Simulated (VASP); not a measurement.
Band structure of Rb (bcc). Computed with RPBE GGA, VASP's PBE PAW potentials (set 64) (plane waves; VASP).

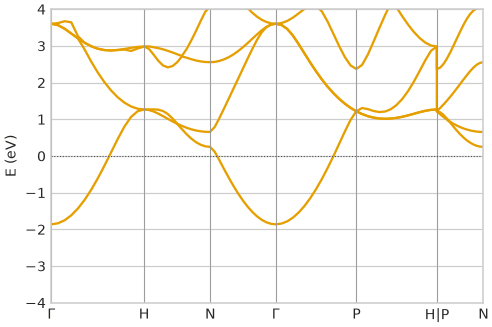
Figure: Bands along high-symmetry lines, zero at the valence-band maximum or, without a gap, the Fermi level

Problem. Read the plot: is there a gap, and where are the band edges?

Solution. It has no gap at this level: it comes out as a metal or semimetal. (Edges off the drawn lines would not show.)

The compound is Rb in the bcc structure. It was relaxed first, which changed the volume by +11 %.
